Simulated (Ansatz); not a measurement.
```xyz
5

W     0.1007   -0.0006    0.0707
O     0.1506   -0.0135    1.7742
O     1.7179    0.0066   -0.4669
Br   -0.9879    2.0382   -0.6725
Br   -0.9812   -2.0308   -0.7054
```

Geometry: B3LYP-D4/def2-SVP; core potentials replace the inner electrons of W; not at a stationary point (largest force 0.8 eV/Å).

Level of theory: RKS PBE0-D4/def2-TZVP in Ansatz 0.2.0.

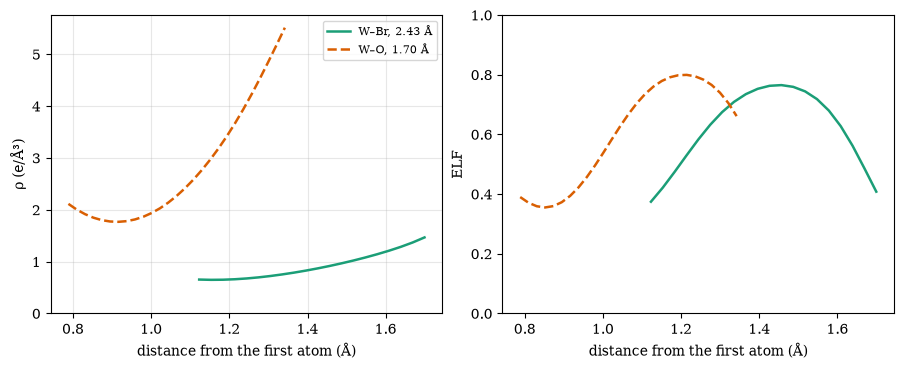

Br₂O₂W (WO2Br2). Electron density and electron localisation function along straight lines between neighbouring atoms. The curves leave out the atomic cores.

What can be read from the curves?

W–Br (2.43 Å): ρ is about 0.66 e/Å³ halfway; the ELF peaks at about 0.75 in the valence shell of Br, 1.0 Å from its nucleus, and is about 0.55 at the midpoint.
W–O (1.70 Å): ρ is about 1.8 e/Å³ halfway; the ELF peaks at about 0.80 in the valence shell of O, 0.5 Å from its nucleus, and drops to about 0.35 between the two atoms.
